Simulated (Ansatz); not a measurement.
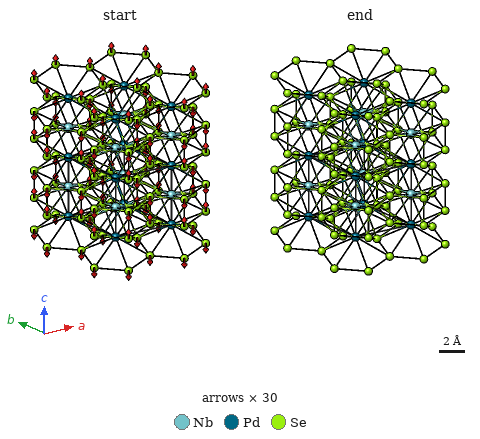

The structure of solid NbPdSe$_{4}$ (a generated structure, set up in P6/mmm) (coarse preliminary run) before (left) and after (right) a relaxation, at one scale. The red arrows give the displacements (the part carried along by the change of the cell is left out), magnified 30 times.

Style: ball-and-stick. Shown: the cell of the calculation, repeated 1 × 1 × 2 with one cell outlined, from a free direction.

The calculation used DFT PBE, scalar-relativistic, plane waves, PAW in Ansatz.

The input:
```yaml
crystal:
  lattice:
    - [4.812417204, 0.0, 0.0]
    - [-2.406208602, 4.1676755523, 0.0]
    - [0.0, 0.0, 5.6722154747]
  atoms:
    - { symbol: Nb, position: [0.0, 0.0, 0.5] }
    - { symbol: Pd, position: [0.0, 0.0, 0.0] }
    - { symbol: Se, position: [0.3333333333, 0.6666666667, 0.7297166156] }
    - { symbol: Se, position: [0.3333333333, 0.6666666667, 0.2702833844] }
    - { symbol: Se, position: [0.6666666667, 0.3333333333, 0.7297166156] }
    - { symbol: Se, position: [0.6666666667, 0.3333333333, 0.2702833844] }
basis:
  ecutwfc: 420
kpoints:
  mp_grid: { grid: [6, 6, 4] }
hamiltonian:
  xc: pbe
scf:
  occupations: { method: gaussian, width: 0.1 }
  lower_state_search: "off"
output:
  forces: true
  stress: true
  eigenvalues: true
relax:
  adjacent_minimum: "off"
  f_tol: 0.04
  max_steps: 70
  cell: { stress_tol: 0.4 }
```

Command:
```bash
ansatz run input.yaml --threads 1 --pin off --max-ram 2560MiB --backend cpu --events-out ev --progress --plain --runs-dir out
```

Q: What changed between the two?

A: The largest moves relative to the cell, 0.034 Å, are those of Se3, Se4, Se5 and Se6. Se5 goes along −c. Pd and Nb stay in place. The drawn cell changes as follows: a = b 4.812 → 4.776 Å (−0.8 %), c 5.672 → 5.833 Å (+2.8 %); the volume changes by +1.3 %. Among the contacts that change: Nb1–Pd2 2.836 → 2.917 Å, Se3–Se5 2.778 → 2.757 Å, Pd2–Se3 3.173 → 3.193 Å, Nb1–Se3 3.069 → 3.051 Å. The space group stays P6/mmm (No. 191). After 2 accepted moves (3 points after the start) the energy has fallen by 6.6 meV per atom. The largest force component goes from 0.11 to 0.033 eV/Å. The pressure goes from 0.69 to −0.09 GPa. At 1 point the geometry stayed and the basis and grid were re-selected for the new cell (energy shift of less than 0.05 meV per atom at most each time).
